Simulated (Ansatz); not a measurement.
**Nudged elastic band, with input and output: AlN2H7S**

- system: AlN2H7S
- method: UKS B3LYP-D4/6-31G* (Ansatz 0.2.0)

It belongs to a series of runs on one base structure; here: band between the two ends. Figures and captions count atoms from 1; the log counts them from 0 in places.

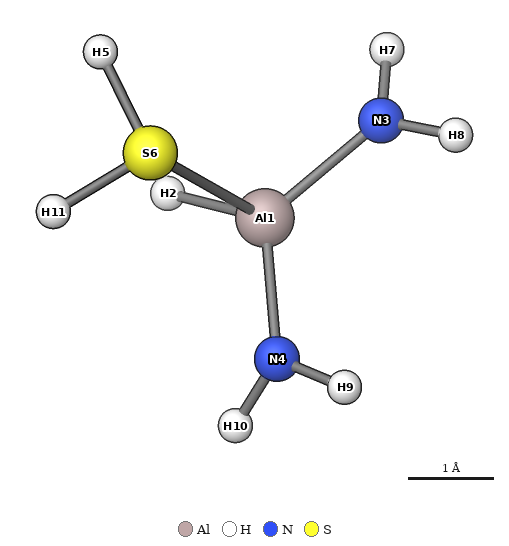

Fig. 1: The starting structure (ball-and-stick view, seen at a tilt; atoms are numbered from 1 in the order of the input). Sticks mark near contacts. Bond lengths as drawn: Al–H 1.59 Å, Al–N 1.80 Å, Al–S 2.69 Å, H–N 1.01 Å and H–S 1.35 Å.

Input:
```yaml
crystal:
  periodic: [false, false, false]
  atoms:
    - { symbol: Al, position_ang: [0.269769, -0.618378, -0.194211] }
    - { symbol: H, position_ang: [1.185968, -0.752958, -1.487013] }
    - { symbol: "N", position_ang: [1.046091, -0.703297, 1.42298] }
    - { symbol: "N", position_ang: [-1.507607, -0.875404, -0.370387] }
    - { symbol: H, position_ang: [1.069365, 2.662595, -0.517153] }
    - { symbol: S, position_ang: [-0.116058, 2.046027, -0.313104] }
    - { symbol: H, position_ang: [2.044037, -0.811579, 1.5521] }
    - { symbol: H, position_ang: [0.567744, -0.843721, 2.303612] }
    - { symbol: H, position_ang: [-2.145268, -1.001656, 0.406381] }
    - { symbol: H, position_ang: [-1.910779, -1.283004, -1.205299] }
    - { symbol: H, position_ang: [-0.503161, 2.181274, -1.597906] }
magnetization:
  spin_polarized: true
basis:
  gaussian: { orbitals: "6-31G*" }
hamiltonian:
  xc: b3lyp
  dispersion: d4
neb:
  order_check: false
  images: 5
  f_tol: 0.05
  max_iterations: 60
  final_atoms:
    - { symbol: Al, position_ang: [-0.37242514, 0.09591557, 0.52732458] }
    - { symbol: H, position_ang: [2.16536302, 0.23028414, -2.26505974] }
    - { symbol: "N", position_ang: [0.78675381, -0.56089275, 1.6994906] }
    - { symbol: "N", position_ang: [-1.60446915, -0.91360212, -0.26257887] }
    - { symbol: H, position_ang: [1.86391047, 0.75424046, -1.82945099] }
    - { symbol: S, position_ang: [-0.25641183, 2.25606447, 0.08217541] }
    - { symbol: H, position_ang: [1.62938766, -0.08420602, 1.99422247] }
    - { symbol: H, position_ang: [0.69916128, -1.45060384, 2.17290457] }
    - { symbol: H, position_ang: [-1.58937116, -1.92533655, -0.28752451] }
    - { symbol: H, position_ang: [-2.43453292, -0.56285186, -0.7220096] }
    - { symbol: H, position_ang: [-0.88726502, 2.16088751, -1.10949394] }
  initial_path:
    images:
      - { positions_ang: [[0.269769, -0.618378, -0.194211], [1.185968, -0.752958, -1.487013], [1.046091, -0.703297, 1.42298], [-1.507607, -0.875404, -0.370387], [1.069365, 2.662595, -0.517153], [-0.116058, 2.046027, -0.313104], [2.044037, -0.811579, 1.5521], [0.567744, -0.843721, 2.303612], [-2.145268, -1.001656, 0.406381], [-1.910779, -1.283004, -1.205299], [-0.503161, 2.181274, -1.597906]] }
      - { positions_ang: [[0.17882606, -0.50522294, -0.06211583], [1.19776649, -0.54383631, -1.45019431], [1.04679592, -0.66473645, 1.47855611], [-1.52128741, -0.86916237, -0.39388351], [1.05042155, 2.04405485, -0.72997309], [0.02193428, 2.12118707, -0.34097191], [1.9151553, -0.49775496, 1.68851177], [0.76302695, -1.03657812, 2.25220043], [-2.06072253, -1.26693497, 0.17030071], [-2.02059157, -0.96989226, -1.12676138], [-0.57122405, 2.18877546, -1.48566899]] }
      - { positions_ang: [[0.08788312, -0.39206787, 0.06997934], [1.20956498, -0.33471461, -1.41337561], [1.04750084, -0.6261759, 1.53413223], [-1.53496783, -0.86292074, -0.41738002], [1.03147811, 1.42551469, -0.94279318], [0.15992656, 2.19634714, -0.36883982], [1.7862736, -0.18393092, 1.82492353], [0.95830991, -1.22943525, 2.20078885], [-1.97617705, -1.53221395, -0.06577959], [-2.13040413, -0.65678052, -1.04822376], [-0.6392871, 2.19627693, -1.37343197]] }
      - { positions_ang: [[-0.00305982, -0.27891281, 0.20207451], [1.22136347, -0.12559292, -1.37655692], [1.04820576, -0.58761535, 1.58970834], [-1.54864824, -0.85667911, -0.44087653], [1.01253466, 0.80697454, -1.15561327], [0.29791883, 2.27150721, -0.39670773], [1.6573919, 0.12989311, 1.9613353], [1.15359286, -1.42229237, 2.14937728], [-1.89163158, -1.79749292, -0.30185988], [-2.2402167, -0.34366878, -0.96968613], [-0.70735014, 2.20377839, -1.26119496]] }
      - { positions_ang: [[-0.12618159, -0.15397002, 0.3104912], [1.53602999, -0.00696723, -1.67272452], [0.96105511, -0.57870781, 1.62630243], [-1.56725521, -0.87565345, -0.38144397], [1.2963266, 0.78939651, -1.38022584], [0.11314194, 2.26635963, -0.23708001], [1.64805715, 0.05852674, 1.97229769], [1.00211567, -1.43172953, 2.15721971], [-1.79087811, -1.84010746, -0.29708142], [-2.30498877, -0.41672981, -0.88712729], [-0.76732177, 2.18948143, -1.21062796]] }
      - { positions_ang: [[-0.24930337, -0.02902722, 0.41890789], [1.8506965, 0.11165845, -1.96889213], [0.87390446, -0.56980028, 1.66289651], [-1.58586218, -0.89462779, -0.32201142], [1.58011853, 0.77181849, -1.60483841], [-0.07163495, 2.26121205, -0.0774523], [1.63872241, -0.01283964, 1.98326008], [0.85063847, -1.44116669, 2.16506214], [-1.69012463, -1.88272201, -0.29230296], [-2.36976085, -0.48979083, -0.80456844], [-0.8272934, 2.17518447, -1.16006095]] }
      - { positions_ang: [[-0.37242514, 0.09591557, 0.52732458], [2.16536302, 0.23028414, -2.26505974], [0.78675381, -0.56089275, 1.6994906], [-1.60446915, -0.91360212, -0.26257887], [1.86391047, 0.75424046, -1.82945099], [-0.25641183, 2.25606447, 0.08217541], [1.62938766, -0.08420602, 1.99422247], [0.69916128, -1.45060384, 2.17290457], [-1.58937116, -1.92533655, -0.28752451], [-2.43453292, -0.56285186, -0.7220096], [-0.88726502, 2.16088751, -1.10949394]] }
```

Machine: 2 threads of Intel Xeon (Granite Rapids), 16 GiB of memory available, shared host.

Launched with:
```bash
ansatz run input.yaml --threads 2 --pin off --max-ram 3072MiB --backend cpu --events-out ev --progress --plain --runs-dir out
```

Output:
```
Engine: ansatz 0.2.0, x86_64-unknown-linux-gnu
Functional definition: B3LYP
  parameter a0 = 0.2
  parameter ax = 0.72
  parameter ac = 0.81
  exchange = (1 - a0 - ax)*slater_x + ax*b88_x + a0*exact_x
  correlation = (1 - ac)*vwn_rpa_c + ac*lyp_c
902 factors; integrals over basis functions are off by at most 6.1e-4 eV
mean field evaluation 1: about -20514.5128 eV, gradient 5.8e1 eV
mean field evaluation 2: about -20458.6765 eV, gradient 1.1e2 eV
mean field evaluation 4: about -20527.9181 eV, gradient 5.7e0 eV
mean field evaluation 8: about -20528.1022 eV, gradient 5.3e-2 eV
mean field -20528.10223384 eV, -754.3938426461 hartree, gradient 2.0e-5 eV, S^2 0.000000; 0 other end points of the search recorded, 0 dependent functions left out
the calculation of the forces begins
reference -20528.10250836 eV, -754.3938527345 hartree; 25, 25 occupied and 57, 57 virtual orbitals, 902 factors
902 factors; integrals over basis functions are off by at most 8.9e-4 eV
mean field evaluation 16: about -20515.5147 eV, gradient 5.8e1 eV
mean field -20528.85331919 eV, -754.4214445237 hartree, gradient 9.9e-6 eV, S^2 0.000000; 0 other end points of the search recorded, 0 dependent functions left out
[... from here on the field's lines of each further geometry are left out, up to the last ...]
NEB iter   1: max|band force component| = 1.196e1 eV/Å  barrier→ = 3.5353 eV  barrier← = 4.2638 eV  Δτ_max = 0.1991 Å  (192 SCF iters)
NEB iter   2: max|band force component| = 3.633e0 eV/Å  barrier→ = 0.7906 eV  barrier← = 1.5191 eV  Δτ_max = 0.1986 Å  (143 SCF iters)
NEB iter   3: max|band force component| = 1.489e0 eV/Å  barrier→ = 0.8933 eV  barrier← = 1.6218 eV  Δτ_max = 0.2000 Å  (141 SCF iters)
NEB iter   4: max|band force component| = 6.467e-1 eV/Å  barrier→ = 0.8568 eV  barrier← = 1.5853 eV  Δτ_max = 0.1630 Å  (143 SCF iters)
NEB iter   5: max|band force component| = 5.287e-1 eV/Å  barrier→ = 0.7761 eV  barrier← = 1.5046 eV  CI = image 3  Δτ_max = 0.1534 Å  (145 SCF iters)
NEB iter   6: max|band force component| = 2.686e-1 eV/Å  barrier→ = 0.8285 eV  barrier← = 1.5571 eV  CI = image 3  Δτ_max = 0.1039 Å  (141 SCF iters)
NEB iter   7: max|band force component| = 1.383e-1 eV/Å  barrier→ = 0.8093 eV  barrier← = 1.5379 eV  CI = image 3  Δτ_max = 0.1985 Å  (145 SCF iters)
NEB iter   8: max|band force component| = 2.299e-1 eV/Å  barrier→ = 0.7772 eV  barrier← = 1.5057 eV  CI = image 3  Δτ_max = 0.0997 Å  (140 SCF iters)
NEB iter   9: max|band force component| = 2.600e-1 eV/Å  barrier→ = 0.7601 eV  barrier← = 1.4886 eV  CI = image 3  Δτ_max = 0.0500 Å  (143 SCF iters)
NEB iter  10: max|band force component| = 1.532e-1 eV/Å  barrier→ = 0.7516 eV  barrier← = 1.4801 eV  CI = image 3  Δτ_max = 0.0500 Å  (146 SCF iters)
NEB iter  11: max|band force component| = 1.359e-1 eV/Å  barrier→ = 0.7438 eV  barrier← = 1.4723 eV  CI = image 3  Δτ_max = 0.0997 Å  (137 SCF iters)
NEB iter  12: max|band force component| = 1.396e-1 eV/Å  barrier→ = 0.7310 eV  barrier← = 1.4595 eV  CI = image 3  Δτ_max = 0.0996 Å  (138 SCF iters)
NEB iter  13: max|band force component| = 1.364e-1 eV/Å  barrier→ = 0.7224 eV  barrier← = 1.4510 eV  CI = image 3  Δτ_max = 0.1000 Å  (141 SCF iters)
NEB iter  14: max|band force component| = 1.905e-1 eV/Å  barrier→ = 0.7168 eV  barrier← = 1.4454 eV  CI = image 3  Δτ_max = 0.0500 Å  (143 SCF iters)
NEB iter  15: max|band force component| = 1.513e-1 eV/Å  barrier→ = 0.7128 eV  barrier← = 1.4414 eV  CI = image 3  Δτ_max = 0.0500 Å  (145 SCF iters)
NEB iter  16: max|band force component| = 1.051e-1 eV/Å  barrier→ = 0.7100 eV  barrier← = 1.4386 eV  CI = image 3  Δτ_max = 0.0501 Å  (146 SCF iters)
NEB iter  17: max|band force component| = 5.142e-2 eV/Å  barrier→ = 0.7087 eV  barrier← = 1.4372 eV  CI = image 3  Δτ_max = 0.0504 Å  (141 SCF iters)
NEB iter  18: max|band force component| = 5.382e-2 eV/Å  barrier→ = 0.7081 eV  barrier← = 1.4366 eV  CI = image 3  Δτ_max = 0.0146 Å  (131 SCF iters)
the calculation of the forces begins
reference -20528.80442413 eV, -754.4196476635 hartree; 25, 25 occupied and 57, 57 virtual orbitals, 902 factors
902 factors; integrals over basis functions are off by at most 4.5e-4 eV
mean field evaluation 800: about -20527.3828 eV, gradient 1.2e-1 eV
mean field -20527.38285626 eV, -754.3674060078 hartree, gradient 2.3e-5 eV, S^2 0.000000; 1 other end points of the search recorded, 0 dependent functions left out
the calculation of the forces begins
reference -20527.38313161 eV, -754.3674161266 hartree; 25, 25 occupied and 57, 57 virtual orbitals, 902 factors
NEB iter  19: max|band force component| = 2.672e-2 eV/Å  barrier→ = 0.7077 eV  barrier← = 1.4362 eV  CI = image 3  Δτ_max = 0.0000 Å  (263 SCF iters)
```

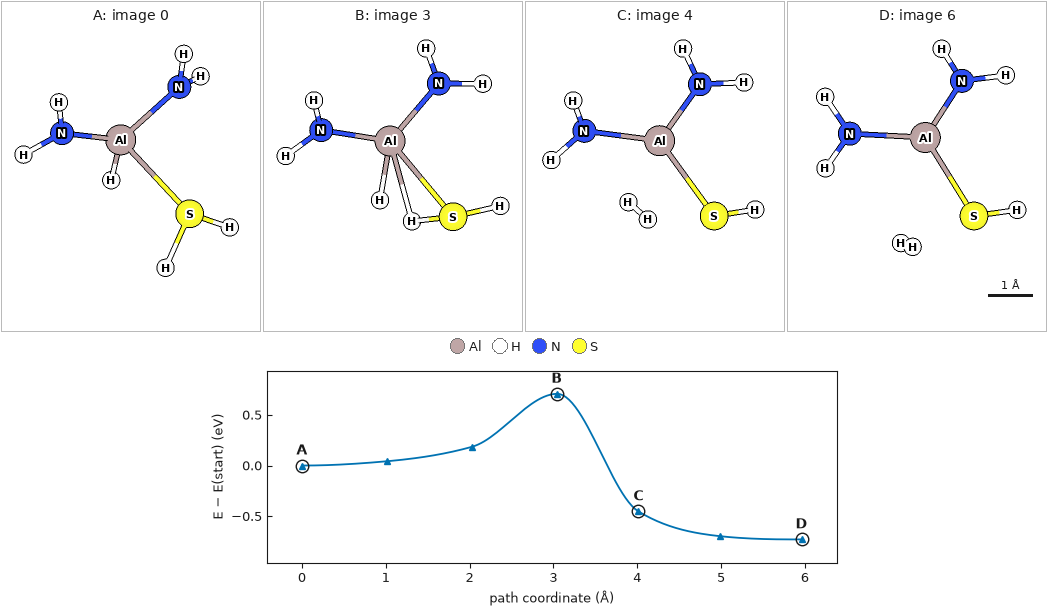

Fig. 2: Images of the last band (counted from 0; ball-and-stick, seen at a tilt) above the energy along the path; the line is a cubic interpolation that uses the forces. The highest image is number 3, 0.708 eV above the start and 1.436 eV above the end (the climbing image); the end lies 0.729 eV below the start. The path is 5.96 Å long. The band converged in 19 iterations.

```
Total energy: -20527.73782683 eV, -754.3804509355 hartree
Atom 0 at     0.144406    -0.222056     0.052883 Å, force    -0.008757    -0.001729    -0.011786 eV/Å
Atom 1 at     1.346257    -0.010188    -1.153984 Å, force    -0.001838    -0.007216     0.003321 eV/Å
Atom 2 at     1.038744    -0.665579     1.526046 Å, force     0.015306    -0.002834     0.012409 eV/Å
Atom 3 at    -1.467623    -0.854468    -0.376034 Å, force    -0.027118    -0.027280    -0.022557 eV/Å
Atom 4 at     0.990653     1.107723    -1.035669 Å, force    -0.009745     0.018466     0.002768 eV/Å
Atom 5 at     0.029092     2.205757    -0.417689 Å, force     0.006751    -0.012197     0.001155 eV/Å
Atom 6 at     2.046720    -0.719204     1.592888 Å, force    -0.002419     0.000873    -0.002045 eV/Å
Atom 7 at     0.612904    -0.776594     2.437457 Å, force    -0.003263     0.004734    -0.000527 eV/Å
Atom 8 at    -1.684486    -1.843711    -0.395694 Å, force     0.013088     0.014332     0.008829 eV/Å
Atom 9 at    -2.232733    -0.322151    -0.768391 Å, force     0.016228     0.012329     0.010467 eV/Å
Atom 10 at    -0.823835     2.100372    -1.461814 Å, force     0.001766     0.000521    -0.002034 eV/Å
Dipole moment:    -0.154635    -0.127936    -0.091142 e Å
this run last wrote the band of iteration 19 to [file]
```

The last band as extended XYZ (Å, eV, eV/Å):
```
11
Properties=species:S:1:pos:R:3:forces:R:3 image=0 energy=-20528.44522
Al    0.2698   -0.6184   -0.1942   -0.0070  -0.0030  -0.0042
H     1.1860   -0.7530   -1.4870   -0.0005   0.0012  -0.0028
N     1.0461   -0.7033    1.4230    0.0051   0.0023   0.0042
N    -1.5076   -0.8754   -0.3704   -0.0011   0.0023   0.0070
H     1.0694    2.6626   -0.5172   -0.0096  -0.0066   0.0031
S    -0.1161    2.0460   -0.3131    0.0104   0.0051  -0.0068
H     2.0440   -0.8116    1.5521   -0.0002   0.0006   0.0013
H     0.5677   -0.8437    2.3036   -0.0006   0.0002  -0.0022
H    -2.1453   -1.0017    0.4064   -0.0016  -0.0002  -0.0055
H    -1.9108   -1.2830   -1.2053    0.0043  -0.0012   0.0007
H    -0.5032    2.1813   -1.5979    0.0008  -0.0007   0.0053
11
Properties=species:S:1:pos:R:3:forces:R:3 image=1 energy=-20528.40301
Al    0.2692   -0.5626   -0.1463   -0.0017   0.0013   0.0003
H     1.2781   -0.6025   -1.3797   -0.0040  -0.0142  -0.0123
N     1.0085   -0.7210    1.4811   -0.0021  -0.0006  -0.0262
N    -1.5032   -0.8674   -0.3047    0.0112  -0.0028   0.0086
H     1.1585    2.3950   -0.9339    0.0015   0.0455   0.0148
S    -0.0159    2.1165   -0.3294    0.0025  -0.0169  -0.0017
H     1.9909   -0.9145    1.6265    0.0004  -0.0094   0.0076
H     0.5154   -0.7314    2.3644   -0.0027   0.0033   0.0016
H    -1.9781   -1.5447    0.2800   -0.0186   0.0254   0.0355
H    -2.0089   -0.7760   -1.1773    0.0078  -0.0360  -0.0312
H    -0.7142    2.2087   -1.4807    0.0056   0.0043   0.0028
11
Properties=species:S:1:pos:R:3:forces:R:3 image=2 energy=-20528.26068
Al    0.2522   -0.4813   -0.0558    0.0147  -0.0622  -0.0442
H     1.3319   -0.4169   -1.2366    0.0075  -0.1071  -0.0187
N     1.0242   -0.7057    1.5413   -0.0129  -0.0082  -0.0128
N    -1.5028   -0.8647   -0.2534   -0.0327  -0.0170   0.0120
H     1.0924    1.8977   -1.1432    0.0232   0.2210  -0.0253
S    -0.0024    2.1704   -0.4030   -0.0137  -0.0235   0.0098
H     2.0243   -0.8098    1.6556    0.0070  -0.0217   0.0305
H     0.5524   -0.7685    2.4337   -0.0138   0.0010   0.0168
H    -1.8287   -1.8234   -0.1924   -0.0096   0.0112   0.0628
H    -2.1295   -0.3540   -0.8639    0.0340  -0.0095  -0.0204
H    -0.8138    2.1562   -1.4824   -0.0038   0.0160  -0.0106
11
Properties=species:S:1:pos:R:3:forces:R:3 image=3 energy=-20527.73755
Al    0.1444   -0.2221    0.0529   -0.0088  -0.0017  -0.0118
H     1.3463   -0.0102   -1.1540   -0.0018  -0.0072   0.0033
N     1.0387   -0.6656    1.5260    0.0153  -0.0028   0.0124
N    -1.4676   -0.8545   -0.3760   -0.0271  -0.0273  -0.0226
H     0.9907    1.1077   -1.0357   -0.0097   0.0185   0.0028
S     0.0291    2.2058   -0.4177    0.0068  -0.0122   0.0012
H     2.0467   -0.7192    1.5929   -0.0024   0.0009  -0.0020
H     0.6129   -0.7766    2.4375   -0.0033   0.0047  -0.0005
H    -1.6845   -1.8437   -0.3957    0.0131   0.0143   0.0088
H    -2.2327   -0.3222   -0.7684    0.0162   0.0123   0.0105
H    -0.8238    2.1004   -1.4618    0.0018   0.0005  -0.0020
11
Properties=species:S:1:pos:R:3:forces:R:3 image=4 energy=-20528.89752
Al   -0.1393    0.0934    0.2920   -0.1817   0.1916   0.1485
H     1.5762   -0.0140   -1.3306    0.1399  -0.0310  -0.1070
N     0.9924   -0.6420    1.4654   -0.0291   0.0318  -0.0491
N    -1.4765   -0.8410   -0.4080   -0.0070   0.0125  -0.0080
H     1.3741    0.7060   -1.2320    0.2431  -0.2663  -0.1301
S    -0.2334    2.2880   -0.1325   -0.1370   0.0418   0.1463
H     1.9977   -0.5299    1.5023   -0.0359   0.1061  -0.0339
H     0.6535   -0.9463    2.3706    0.0143  -0.0757  -0.0228
H    -1.5713   -1.8486   -0.4026    0.0472   0.0099   0.0171
H    -2.2970   -0.4055   -0.8088   -0.0428  -0.0345  -0.0231
H    -0.8763    2.1398   -1.3159   -0.0111   0.0139   0.0620
11
Properties=species:S:1:pos:R:3:forces:R:3 image=5 energy=-20529.14197
Al   -0.3134    0.1435    0.4259   -0.0231   0.0059   0.0133
H     1.9061   -0.0635   -1.6541    0.0381  -0.0094  -0.0334
N     0.9062   -0.5478    1.5170   -0.0061   0.0174   0.0035
N    -1.5738   -0.8552   -0.3295   -0.0099  -0.0011   0.0105
H     1.6997    0.6349   -1.5001    0.0391  -0.0149  -0.0320
S    -0.2865    2.3161    0.0226   -0.0028   0.0036   0.0131
H     1.8296   -0.1624    1.6657   -0.0197   0.0383   0.0219
H     0.7422   -1.3210    2.1479    0.0030  -0.0392  -0.0203
H    -1.5413   -1.8647   -0.3961   -0.0001   0.0003   0.0037
H    -2.4253   -0.4992   -0.7434   -0.0152  -0.0075   0.0067
H    -0.9433    2.2193   -1.1559   -0.0035   0.0066   0.0130
11
Properties=species:S:1:pos:R:3:forces:R:3 image=6 energy=-20529.17375
Al   -0.3724    0.0959    0.5273   -0.0112  -0.0042  -0.0053
H     2.1654    0.2303   -2.2651   -0.0156   0.0282   0.0236
N     0.7868   -0.5609    1.6995    0.0110   0.0070   0.0015
N    -1.6045   -0.9136   -0.2626    0.0059   0.0026   0.0022
H     1.8639    0.7542   -1.8295    0.0173  -0.0282  -0.0233
S    -0.2564    2.2561    0.0822    0.0041  -0.0024   0.0040
H     1.6294   -0.0842    1.9942   -0.0111  -0.0068  -0.0041
H     0.6992   -1.4506    2.1729    0.0001   0.0020   0.0000
H    -1.5894   -1.9253   -0.2875    0.0017   0.0028   0.0012
H    -2.4345   -0.5629   -0.7220    0.0008   0.0013   0.0014
H    -0.8873    2.1609   -1.1095   -0.0030  -0.0022  -0.0014
```

Key numbers:

```tsv
quantity	value
outcome	converged
barrier, forward	0.708 eV
barrier, backward	1.436 eV
wall time	3 min (CPU time 5.8 min)
peak memory	0.26 GiB
```

Notes:

The order of the saddle point was not checked.
